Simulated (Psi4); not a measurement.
# Run report: PH3 (charge +1), single-point calculation

The run: single-point calculation of PH3, charge +1, multiplicity 2. Method and program: MP2/cc-pVTZ-F12, UHF (Psi4 1.11).

The geometry is that of the parent species in another charge or spin state. The geometry comes from this level: PBE0-D4/def2-TZVP.

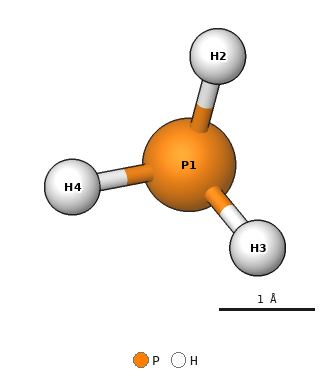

The input geometry (ball-and-stick view, seen on its broad side; atoms are numbered from 1 in the order of the input). Bond lengths as drawn: H–P 1.42 Å.

Key numbers:

```tsv
quantity	value
outcome	converged
total energy	−342.282300 hartree
SCF energy	−342.146135 hartree
MP2 energy	−342.282300 hartree
correlation energy	−0.136165 hartree
basis functions	116
⟨S²⟩	0.755
hardware	1 thread of AMD EPYC (Zen 2), 12 GiB of memory available, shared host
wall time	3.9 s
peak memory	0.3 GiB
```

The input (job.in):
```
memory 1600 MB

molecule geom {
  1 2
  P      0.346000    -0.326500    -0.332800
  H      0.630900    -0.034000     1.027000
  H     -1.005500    -0.663000    -0.057200
  H      0.028700     1.023500    -0.636900
  symmetry c1
}

set {
  basis           cc-pVTZ-F12
  reference       uhf
  puream          true
  scf_type        df
  num_frozen_docc 5
  maxiter         100
}

e_tot, wfn = energy('mp2', return_wfn=True)
```

Run as:
```bash
psi4 -n 1 job.in job.out
```

Log:
```
Psi4 1.11 release

   => Loading Basis Set <=

    Name: CC-PVTZ-F12
    Role: ORBITAL
    Keyword: BASIS

         ---------------------------------------------------------
                                   SCF
                              UHF Reference
                        1 Threads,   1525 MiB Core
         ---------------------------------------------------------

  ==> Geometry <==

    Molecular point group: c1
    Full point group: C1

    Geometry (in Angstrom), charge = 1, multiplicity = 2:

       Center              X                  Y                   Z               Mass
    ------------   -----------------  -----------------  -----------------  -----------------
         P            0.041024776755    -0.038715484097    -0.039465485435    30.973761998420
         H            0.325924776755     0.253784515903     1.320334514565     1.007825032230
         H           -1.310475223245    -0.375215484097     0.236134514565     1.007825032230
         H           -0.276275223245     1.311284515903    -0.343565485435     1.007825032230

  Running in c1 symmetry.

  Rotational constants: A =      4.44589  B =      4.44523  C =      3.93621 [cm^-1]
  Rotational constants: A = 133284.46638  B = 133264.53538  C = 118004.66813 [MHz]
  Nuclear repulsion =   17.542621841641523

  Charge       = 1
  Multiplicity = 2
  Electrons    = 17
  Nalpha       = 9
  Nbeta        = 8

  ==> Algorithm <==

  SCF Algorithm Type is DF.
  DIIS enabled.
  MOM disabled.
  Fractional occupation disabled.
  Guess Type is SAD.
  Energy threshold   = 1.00e-08
  Density threshold  = 1.00e-08
  Integral threshold = 1.00e-12

  ==> Primary Basis <==

  Basis Set: CC-PVTZ-F12
    Blend: CC-PVTZ-F12
    Number of shells: 44
    Number of basis functions: 116
    Number of Cartesian functions: 129
    Spherical Harmonics?: true
    Max angular momentum: 3

   => Loading Basis Set <=

    Name: (CC-PVTZ-F12 AUX)
    Role: JKFIT
    Keyword: DF_BASIS_SCF

  ==> Integral Setup <==

  DFHelper Memory: AOs need 0.034 GiB; user supplied 1.118 GiB.
  SCF_SUBTYPE=INCORE selected. In-core MEM_DF algorithm will be used.
  Using in-core AOs.

  ==> MemDFJK: Density-Fitted J/K Matrices <==

    J tasked:                   Yes
    K tasked:                   Yes
    wK tasked:                   No
    Memory [MiB]:              1144
    Algorithm:                 Core
    Schwarz Cutoff:           1E-12
    Mask sparsity (%):       0.0000
    Fitting Condition:        1E-10

   => Auxiliary Basis Set <=

  Basis Set: (CC-PVTZ-F12 AUX)
    Blend: CC-PVQZ-JKFIT
    Number of shells: 79
    Number of basis functions: 301
    Number of Cartesian functions: 389
    Spherical Harmonics?: true
    Max angular momentum: 5

  Minimum eigenvalue in the overlap matrix is 2.5453308936E-04.
  Reciprocal condition number of the overlap matrix is 3.4121260639E-05.
    Using symmetric orthogonalization.

  ==> Pre-Iterations <==

  SCF Guess: Superposition of Atomic Densities via on-the-fly atomic UHF (no occupation information).

   -------------------------
    Irrep   Nso     Nmo
   -------------------------
     A        116     116
   -------------------------
    Total     116     116
   -------------------------

  ==> Iterations <==

                           Total Energy        Delta E     RMS |[F,P]|

   @DF-UHF iter SAD:  -342.10846832255947   -3.42108e+02   0.00000e+00
   @DF-UHF iter   1:  -342.09480759915982    1.36607e-02   2.15965e-03 ADIIS/DIIS
   @DF-UHF iter   2:  -342.14048067121939   -4.56731e-02   5.29569e-04 ADIIS/DIIS
   @DF-UHF iter   3:  -342.14523162604769   -4.75095e-03   1.93045e-04 ADIIS/DIIS
   @DF-UHF iter   4:  -342.14607546633908   -8.43840e-04   5.03407e-05 DIIS
   @DF-UHF iter   5:  -342.14612689705200   -5.14307e-05   1.68695e-05 DIIS
   @DF-UHF iter   6:  -342.14613249627382   -5.59922e-06   6.87488e-06 DIIS
   @DF-UHF iter   7:  -342.14613417364137   -1.67737e-06   3.68456e-06 DIIS
   @DF-UHF iter   8:  -342.14613483317032   -6.59529e-07   1.44290e-06 DIIS
   @DF-UHF iter   9:  -342.14613493825146   -1.05081e-07   3.42956e-07 DIIS
   @DF-UHF iter  10:  -342.14613494202212   -3.77065e-09   8.59073e-08 DIIS
   @DF-UHF iter  11:  -342.14613494220237   -1.80250e-10   2.86887e-08 DIIS
   @DF-UHF iter  12:  -342.14613494222368   -2.13163e-11   7.60084e-09 DIIS
  Energy and wave function converged.

  ==> Post-Iterations <==

   @Spin Contamination Metric:   5.342709888E-03
   @S^2 Expected:                7.500000000E-01
   @S^2 Observed:                7.553427099E-01
   @S   Expected:                5.000000000E-01
   @S   Observed:                5.000000000E-01

    Orbital Energies [Eh]
    ---------------------

    Alpha Occupied:

       1A    -80.308053     2A     -7.848316     3A     -5.751988
       4A     -5.739178     5A     -5.739178     6A     -1.188987
       7A     -0.819348     8A     -0.819303     9A     -0.781200

    Alpha Virtual:

      10A     -0.131765    11A     -0.131746    12A     -0.118941
      13A     -0.076976    14A     -0.073447    15A     -0.073445
      16A      0.021055    17A      0.045737    18A      0.045743
      19A      0.049272    20A      0.104010    21A      0.104013
      22A      0.130177    23A      0.135603    24A      0.135605
      25A      0.236850    26A      0.297964    27A      0.329419
      28A      0.329425    29A      0.349515    30A      0.356133
      31A      0.356160    32A      0.483664    33A      0.494191
      34A      0.494205    35A      0.628138    36A      0.628158
      37A      0.654659    38A      0.689553    39A      0.759007
      40A      0.759009    41A      0.842537    42A      0.844919
      43A      0.885253    44A      0.885270    45A      0.948321
      46A      0.948326    47A      0.985285    48A      1.015568
      49A      1.015584    50A      1.111097    51A      1.251699
      52A      1.251717    53A      1.388774    54A      1.407011
      55A      1.407057    56A      1.411708    57A      1.453937
      58A      1.454036    59A      1.540933    60A      1.579911
      61A      1.579913    62A      1.661854    63A      1.667851
      64A      1.667863    65A      1.714460    66A      1.714463
      67A      1.741202    68A      1.754957    69A      1.982613
      70A      1.982641    71A      2.063458    72A      2.064827
      73A      2.064862    74A      2.128690    75A      2.239495
      76A      2.239552    77A      2.291472    78A      2.544150
      79A      2.617733    80A      2.617765    81A      2.623224
      82A      2.741064    83A      2.741123    84A      2.838706
      85A      3.060684    86A      3.060746    87A      3.185518
      88A      3.537187    89A      3.545851    90A      3.545978
      91A      3.888639    92A      3.888694    93A      4.819559
      94A      5.116487    95A      5.143500    96A      5.143542
      97A      5.177381    98A      5.225201    99A      5.225225
     100A      5.243041   101A      5.243231   102A      5.778325
     103A      5.778499   104A      6.082309   105A      7.564065
     106A      7.856083   107A      7.856110   108A     13.325517
     109A     13.342936   110A     13.342977   111A     13.549106
     112A     13.549112   113A     13.664088   114A     21.683082
     115A     21.866768   116A     21.866905

    Beta Occupied:

       1A    -80.298452     2A     -7.835326     3A     -5.733118
       4A     -5.733117     5A     -5.719871     6A     -1.121461
       7A     -0.803340     8A     -0.803300

    Beta Virtual:

       9A     -0.311177    10A     -0.115073    11A     -0.097133
      12A     -0.097111    13A     -0.068490    14A     -0.068489
      15A     -0.065996    16A      0.034107    17A      0.061761
      18A      0.061775    19A      0.091730    20A      0.111658
      21A      0.111659    22A      0.149601    23A      0.149604
      24A      0.162879    25A      0.245691    26A      0.316252
      27A      0.342403    28A      0.342408    29A      0.350090
      30A      0.368032    31A      0.368061    32A      0.502905
      33A      0.503218    34A      0.503229    35A      0.635070
      36A      0.635092    37A      0.672903    38A      0.694292
      39A      0.774136    40A      0.774138    41A      0.849398
      42A      0.868226    43A      0.900536    44A      0.900555
      45A      0.964572    46A      0.964581    47A      1.021400
      48A      1.035455    49A      1.035475    50A      1.148473
      51A      1.264450    52A      1.264471    53A      1.393914
      54A      1.414447    55A      1.414492    56A      1.423985
      57A      1.458074    58A      1.458173    59A      1.546828
      60A      1.584047    61A      1.584049    62A      1.668821
      63A      1.671976    64A      1.671987    65A      1.719297
      66A      1.719301    67A      1.743833    68A      1.761777
      69A      1.989885    70A      1.989915    71A      2.065057
      72A      2.071162    73A      2.071196    74A      2.137223
      75A      2.247505    76A      2.247561    77A      2.296673
      78A      2.569467    79A      2.629109    80A      2.629671
      81A      2.629705    82A      2.765325    83A      2.765382
      84A      2.846206    85A      3.069394    86A      3.069455
      87A      3.204321    88A      3.548943    89A      3.552058
      90A      3.552182    91A      3.898927    92A      3.898980
      93A      4.850745    94A      5.120134    95A      5.147504
      96A      5.147544    97A      5.181599    98A      5.228785
      99A      5.228806   100A      5.248146   101A      5.248335
     102A      5.782417   103A      5.782589   104A      6.086181
     105A      7.569520   106A      7.860489   107A      7.860519
     108A     13.338711   109A     13.348472   110A     13.348511
     111A     13.557594   112A     13.557603   113A     13.674179
     114A     21.702583   115A     21.870304   116A     21.870440

    Final Occupation by Irrep:
              A
    DOCC [     8 ]
    SOCC [     1 ]
    NA   [     9 ]
    NB   [     8 ]

  @DF-UHF Final Energy:  -342.14613494222368

   => Energetics <=

    Nuclear Repulsion Energy =             17.5426218416415232
    One-Electron Energy =                -502.3339769857857959
    Two-Electron Energy =                 142.6452202019206368
    Total Energy =                       -342.1461349422236253

  UHF NO Occupations:
  HONO-2 :    7  A 1.9996487
  HONO-1 :    8  A 1.9980357
  HONO-0 :    9  A 1.0000000
  LUNO+0 :   10  A 0.0019643
  LUNO+1 :   11  A 0.0003513
  LUNO+2 :   12  A 0.0003509
  LUNO+3 :   13  A 0.0000062

Computation Completed

Properties will be evaluated at   0.000000,   0.000000,   0.000000 [a0]

Properties computed using the SCF density matrix

 Multipole Moments:

 ------------------------------------------------------------------------------------
     Multipole            Electronic (a.u.)      Nuclear  (a.u.)        Total (a.u.)
 ------------------------------------------------------------------------------------

 L = 1.  Multiply by 2.5417464519 to convert [e a0] to [Debye]
 Dipole X            :          1.1426535           -1.2197313           -0.0770778
 Dipole Y            :         -1.0783209            1.1510724            0.0727515
 Dipole Z            :         -1.0992542            1.1733711            0.0741169
 Magnitude           :                                                    0.1293332

 ------------------------------------------------------------------------------------

	total time  =          3 seconds =       0.05 minutes

  //>>>>>>>>>>>>>>>>>>>>>>>>>>>>>>>>>>>//
  //               DFMP2               //
  //<<<<<<<<<<<<<<<<<<<<<<<<<<<<<<<<<<<//

   => Loading Basis Set <=

    Name: (CC-PVTZ-F12 AUX)
    Role: RIFIT
    Keyword: DF_BASIS_MP2

	 --------------------------------------------------------
	                          DF-MP2
	      2nd-Order Density-Fitted Moller-Plesset Theory
	              UMP2 Wavefunction,   1 Threads

	 --------------------------------------------------------

	 --------------------------------------------------------
	                 NBF =   116, NAUX =   323
	 --------------------------------------------------------
	   CLASS    FOCC     OCC    AOCC    AVIR     VIR    FVIR
	   ALPHA       5       9       4     107     107       0
	    BETA       5       8       3     108     108       0
	 --------------------------------------------------------

	-----------------------------------------------------------
	 ==================> DF-MP2 Energies <====================
	-----------------------------------------------------------
	 Reference Energy          =    -342.1461349422236822 [Eh]
	 Singles Energy            =      -0.0000000000000000 [Eh]
	 Same-Spin Energy          =      -0.0205272725206770 [Eh]
	 Opposite-Spin Energy      =      -0.1156374555612819 [Eh]
	 Correlation Energy        =      -0.1361647280819589 [Eh]
	 Total Energy              =    -342.2822996703056333 [Eh]
	-----------------------------------------------------------
	 ================> DF-SCS-MP2 Energies <==================
	-----------------------------------------------------------
	 SCS Same-Spin Scale       =       0.3333333333333333 [-]
	 SCS Opposite-Spin Scale   =       1.2000000000000000 [-]
	 SCS Same-Spin Energy      =      -0.0068424241735590 [Eh]
	 SCS Opposite-Spin Energy  =      -0.1387649466735382 [Eh]
	 SCS Correlation Energy    =      -0.1456073708470972 [Eh]
	 SCS Total Energy          =    -342.2917423130707562 [Eh]
	-----------------------------------------------------------

	total time  =          0 seconds =       0.00 minutes

    Psi4 run time: 0:00:02.75
```
